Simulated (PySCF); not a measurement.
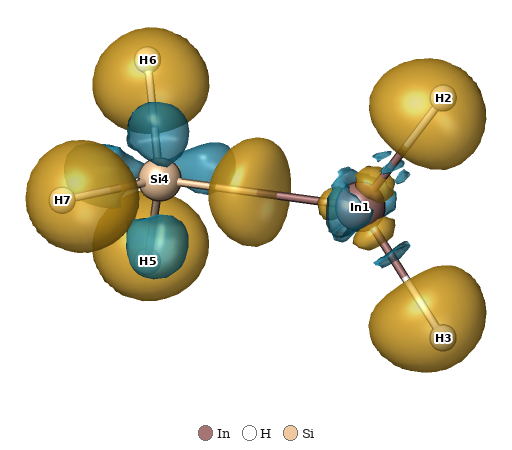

*InH2(SiH3) (H$_{5}$InSi). Deformation density (molecule less spherical, spin-averaged free atoms at the same positions), surfaces at ±0.07 e/Å³; yellow: gain, teal: loss.*

Level of theory: PBE/def2-SVPD (PySCF), at a geometry from GFN2-xTB. Core potentials replace the inner electrons of In; spin–orbit coupling isn't included. No frequency check shows the geometry to be a minimum. GFN2-xTB bond lengths at metals and heavier atoms can be off by up to 0.1 Å and shapes distorted, which carries into these values.

Q: How much density has each bond gained at its critical point, relative to the free atoms?

A: Si4–H6: +0.16 e/Å³ at the bond critical point (bond length 1.47 Å). Si4–H5: +0.16 e/Å³ at the bond critical point (bond length 1.48 Å). Si4–H7: +0.16 e/Å³ at the bond critical point (bond length 1.47 Å). In1–H3 and In1–H2: +0.14 e/Å³ at the bond critical point (bond length 1.78 Å). In1–Si4: +0.14 e/Å³ at the bond critical point (bond length 2.59 Å). In all, 1.4 electrons gather in the regions of gain relative to the promolecule. A small or negative value marks a very polar bond, one between electron-rich atoms, whose free-atom densities already overlap strongly, a long bond to a heavier atom, or a closed-shell contact such as a hydrogen bond.

Q: Where do the Hirshfeld charges lie?

A: The highest Hirshfeld charge is on In1 (+0.35 e), the lowest on H2 and H3 (−0.15 e).

```
atom  charge (e)
 In1       +0.35
  H2       −0.15
  H3       −0.15
 Si4       +0.15
  H5       −0.07
  H6       −0.07
  H7       −0.07
```

Cost of the run: 11 s on 1 thread of Arm Neoverse V1 (shared host), peak memory 0.37 GiB.
